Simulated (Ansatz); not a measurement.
Ge$_{2}$H$_{8}$: several calculations on one system

Part 1: Relaxation

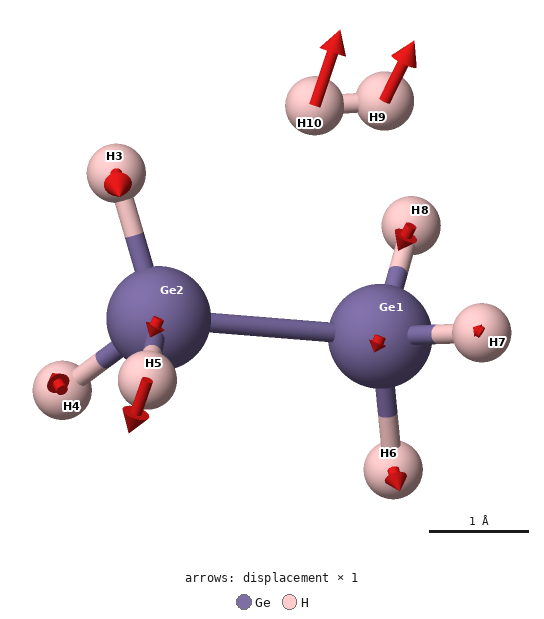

A relaxation of Ge2H8. The starting structure is drawn; red arrows show the displacements, at their true length. The two geometries are superimposed by the best rigid fit.

A ball-and-stick model, seen from a free direction.

The run prepares an end point of a later path (reaction) calculation, from a guessed geometry.

Computed with Ansatz 0.2.0, RKS PBE0-D4/def2-SVP. (no spin polarisation; force threshold 0.03 eV/Å; at most 50 steps)

Q: Which element moves most?

A: Hydrogen: up to 0.82 Å, against 0.22 Å for germanium.

Q: What happened in the run?

A: The atom that moves furthest after the best rigid fit is H10 (0.82 Å). Largest moves by element: H 0.82 Å, Ge 0.22 Å. Among the contacts that change: H9–H10 0.719 → 0.761 Å, Ge1–Ge2 2.404 → 2.421 Å. Groups turn about Ge1–Ge2 by about 25°. Over 15 accepted moves (20 points after the start) the energy falls by 0.163 eV. The largest force component goes from 1.6 to 0.01 eV/Å. The line search rejected the trial steps at points 3, 6, 15, 17, 19 of the run. The forces were under the threshold at step 7, but the run went on from there.

Limits of the set-up: the start holds two separate molecules, 2.2 Å apart at their closest, whose relative position is a soft coordinate.

Part 2: Relaxation

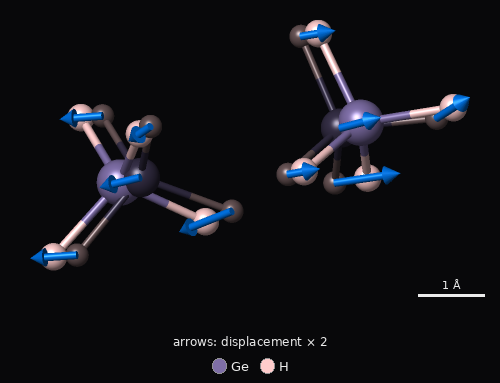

This is a relaxation of Ge2H8. The starting structure is drawn faded, the final one solid; blue arrows show the displacements, magnified 2 times. The two geometries are superimposed by the best rigid fit.

A ball-and-stick model, seen at a tilt.

The run prepares an end point of a later path (reaction) calculation, from a guessed geometry.

Method: RKS PBE0-D4/def2-SVP in Ansatz 0.2.0.

Input
```yaml
crystal:
  periodic: [false, false, false]
  atoms:
    - { symbol: Ge, position_ang: [-0.314258, 0.066628, -0.492976] }
    - { symbol: Ge, position_ang: [-0.353456, -0.066934, 3.116871] }
    - { symbol: H, position_ang: [-0.757572, -0.20231, 4.595329] }
    - { symbol: H, position_ang: [0.604128, -1.209869, 2.744752] }
    - { symbol: H, position_ang: [0.352968, 1.280627, 2.907948] }
    - { symbol: H, position_ang: [0.876179, 0.176839, 0.471151] }
    - { symbol: H, position_ang: [-0.353614, 1.308838, -1.398151] }
    - { symbol: H, position_ang: [-0.146365, -1.190801, -1.361728] }
    - { symbol: H, position_ang: [-1.609584, -0.031516, 0.341759] }
    - { symbol: H, position_ang: [-1.601927, -0.131502, 2.210445] }
basis:
  gaussian: { orbitals: def2-SVP }
hamiltonian:
  xc: pbe0
  dispersion: d4
relax:
  f_tol: 0.03
  max_steps: 50
output:
  orbitals: {}
```

Run as
```bash
ansatz run input.yaml --threads 2 --pin off --max-ram 3072MiB --backend cpu --events-out ev --progress --plain --runs-dir out
```

Describe the change and its energy.

Over 4 geometry steps the energy falls by 0.203 eV. The largest force component goes from 0.44 to 0.011 eV/Å. H10 moves most after the best rigid fit: 0.54 Å. By element the largest moves are H 0.54 Å, Ge 0.37 Å. The run took 14 s on 2 threads of Arm Neoverse V1 (shared host), peak memory 0.25 GiB.

Part 3: Path

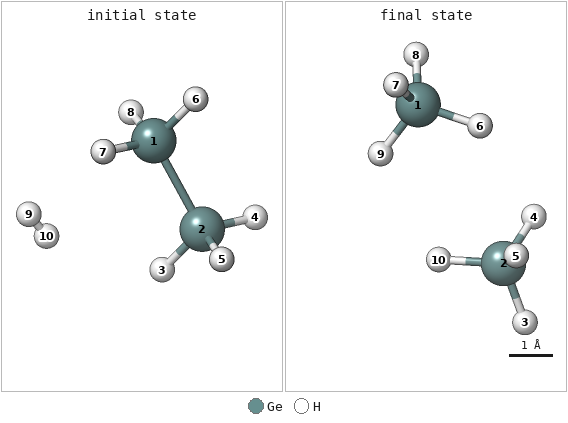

The two relaxed end points of a path for Ge$_{2}$H$_{8}$, made up at the start of Ge$_{2}$H$_{6}$ and H₂. A ball-and-stick model, seen from a free direction.

Theory: Ansatz 0.2.0, RKS PBE0-D4/def2-SVP.

Run with 7 movable images; climbing image; force threshold 0.05 eV/Å; iteration limit 60.

Start:
```xyz
10

Ge    0.3637   -0.0093    0.2063
Ge    0.3720   -0.0136    2.6275
H    -1.0502   -0.2402    3.1729
H     1.2835   -1.1354    3.1593
H     0.8922    1.3333    3.1631
H     1.8050    0.1214   -0.3214
H    -0.4650    1.1698   -0.3348
H    -0.2376   -1.3213   -0.3302
H    -3.1540    0.1765    0.5389
H    -3.1130   -0.0811    1.2539
```

End:
```xyz
10

Ge   -0.2749    0.0489   -0.8573
Ge   -0.3857   -0.0489    3.4835
H    -0.6533   -0.1284    4.9955
H     0.4923   -1.2361    3.0549
H     0.3372    1.2688    3.1591
H     0.8089    0.1411    0.2291
H    -0.1755    1.2706   -1.7840
H    -0.0705   -1.2352   -1.6763
H    -1.6605    0.0194   -0.1952
H    -1.7214   -0.1002    2.7260
```

What barrier does the band find between them, and by what path?

The energy climbs by 321.3 kJ/mol to image 3 and then falls by 316.8 kJ/mol, so the end point sits at +4.5 kJ/mol. Breaking: Ge1–Ge2 (2.42 → 2.88 at the top → 4.34 Å), H9–H10 (0.76 → 1.10 at the top → 2.92 Å). Forming: Ge1–H9 (3.54 → 1.99 at the top → 1.54 Å), Ge2–H10 (3.75 → 1.83 at the top → 1.54 Å). The band converged in 60 iterations, with a climbing image at the top. At the top, the vibrational analysis gives one imaginary mode (1809i cm⁻¹), as a transition state must have.

Energies of the converged images:

```json
{"image": "0", "path (Å)": "0.00", "E (kJ/mol)": "0.0"}
{"image": "1", "path (Å)": "1.74", "E (kJ/mol)": "0.4"}
{"image": "2", "path (Å)": "3.48", "E (kJ/mol)": "13.6"}
{"image": "3", "path (Å)": "5.22", "E (kJ/mol)": "321.3"}
{"image": "4", "path (Å)": "6.63", "E (kJ/mol)": "29.0"}
{"image": "5", "path (Å)": "8.03", "E (kJ/mol)": "3.7"}
{"image": "6", "path (Å)": "9.44", "E (kJ/mol)": "4.1"}
{"image": "7", "path (Å)": "10.84", "E (kJ/mol)": "3.7"}
{"image": "8", "path (Å)": "12.25", "E (kJ/mol)": "4.5"}
```

The geometry at the top of the path:

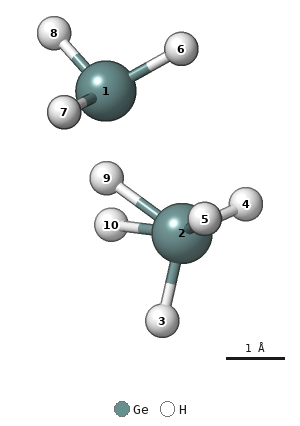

Limits of the set-up: the start holds two separate molecules, 2.8 Å apart at their closest, whose relative position is a soft coordinate.
